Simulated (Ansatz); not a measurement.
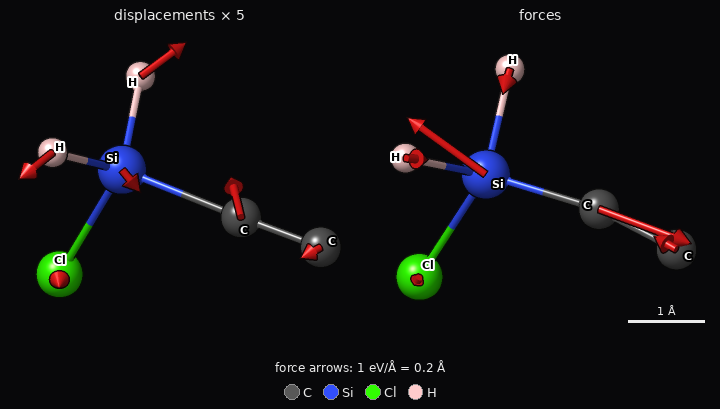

Left: C$_{2}$H$_{2}$ClSi (multiplicity 2), with red arrows for the displacements applied to it. Right: the displaced structure with the computed forces. Style: ball-and-stick. Shown at a tilt.

All numbers below come from UKS wB97M-V/def2-TZVPP (Ansatz 0.2.0). 

Q: How do the forces relate to the distortion?

A: All atoms are moved at random (σ = 0.12 Å) from the PBE0-D4/def2-TZVP minimum. Energy change: +99.6 kJ/mol. The largest force is 7.1 eV/Å, on a C atom. The forces point partly back along the displacements (cosine −0.57). At other levels of theory the same distortion costs 80.1 kJ/mol (UKS PBE-D4/def2-TZVPP), 95.8 kJ/mol (UKS r2SCAN-D4/def2-TZVPP), 99.6 kJ/mol (UKS PBE0-D4/def2-TZVPP). Among the bonded contacts that change: C–Si 1.820 → 1.654 Å, H–Si 1.477 → 1.636 Å, C–C 1.212 → 1.306 Å, Cl–Si 2.045 → 1.999 Å. Among the angles between lasting bonds that change: C–C–Si 178.6° → 166.6°, C–Si–H 109.2° → 102.1°.
